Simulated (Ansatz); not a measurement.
CHCl2Si2 (SMILES Cl[Si]1(Cl)C=[Si]1) (doublet)

Input file:

```
basis:
  gaussian:
    orbitals: def2-TZVPD
crystal:
  periodic: [false, false, false]
  atoms:
    - {symbol: C, position_ang: [-0.075265, -0.395258, 1.473018]}
    - {symbol: Cl, position_ang: [-2.400835, -1.518641, -0.754950]}
    - {symbol: Cl, position_ang: [-1.170799, 1.534950, -1.117023]}
    - {symbol: Si, position_ang: [-0.819038, -0.294596, -0.204922]}
    - {symbol: Si, position_ang: [1.260337, -1.045011, 0.530239]}
    - {symbol: H, position_ang: [-0.509797, -0.105009, 2.444979]}
magnetization:
  spin_polarized: true
  initial_magnetization: 1
hamiltonian:
  xc: {name: PBE0}
output: {forces: true, orbitals: {seedname: orbitals}}
```

Command:

```sh
ansatz run input.yaml --threads 2 --pin off --max-ram 4350MiB --events-out events.jsonl --progress --plain --runs-dir runs
```

Geometry: PBE-D3(BJ)/def2-SVP.

The calculation used isolated molecule in a Gaussian basis; Kohn-Sham density functional theory, functional PBE0 (Ansatz 0.2.0).

Predict the electron density, electron localisation function and spin density between the atoms.

Answer. C–Si (1.76 Å): ρ at the midpoint is about 1 e/Å³; the ELF peaks at about 0.85 between the atoms (a covalent bond).
Si–Si (2.33 Å): ρ is about 0.47 e/Å³ halfway; the ELF peaks at about 0.55 in the valence shell of Si, 1.0 Å from its nucleus, and is about 0.50 at the midpoint.
C–H (1.10 Å): the density is about 1.9 e/Å³ at the midpoint; the ELF climbs to about 1 towards the hydrogen, as it does in any bond to H; an ordinary covalent bond to hydrogen.
C–Si (1.84 Å): the density is about 0.94 e/Å³ at the midpoint; the ELF peaks at about 0.85 between the atoms (a covalent bond).
The unpaired spin (1 electron) lies mostly on Si5 (about 0.4), Si4 (about 0.4) and C1 (about 0.1), in electrons by Hirshfeld's partition.

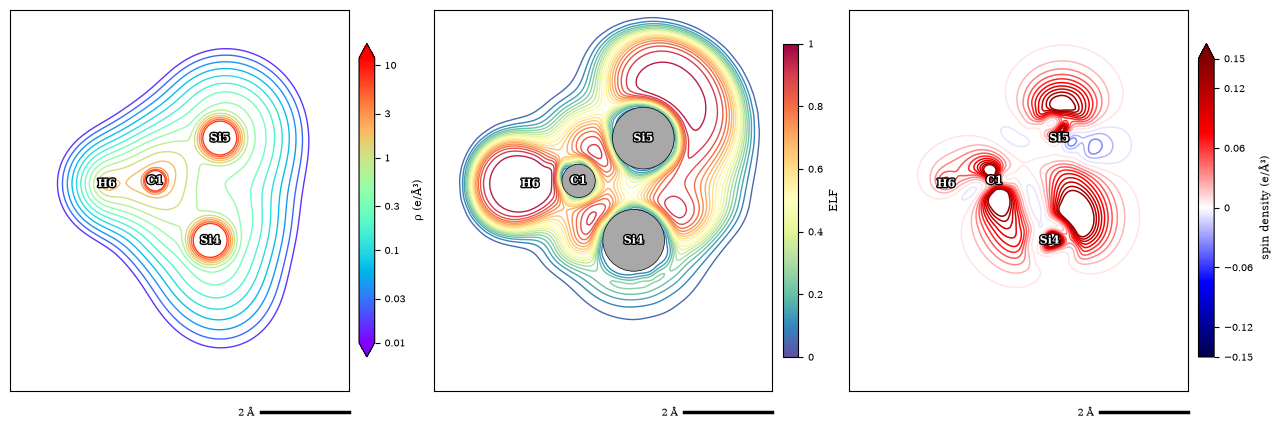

Computed electron density, electron localisation function and spin density on the plane of atoms Si4, C1 and Si5, in this order. Grey discs cover the atomic cores in the ELF map. 
